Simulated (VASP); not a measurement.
Band structure of Rb (bcc). These are AM05 GGA, VASP's PBE PAW potentials (set 64) (plane waves; VASP) values and carry that method's errors.

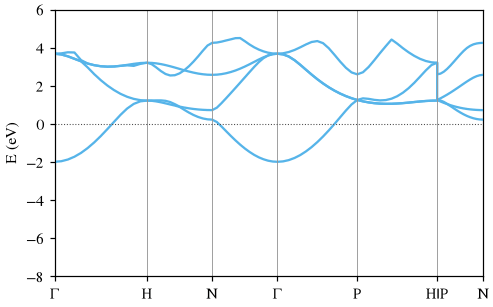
Fig. 1. Bands along high-symmetry lines, zero at the valence-band maximum or, without a gap, the Fermi level

### Question
Read the plot: is there a gap, and where are the band edges?

### Answer
It has no gap at this level: it comes out as a metal or semimetal. (Edges off the drawn lines would not show.)

The compound is Rb in the bcc structure. It was relaxed first.
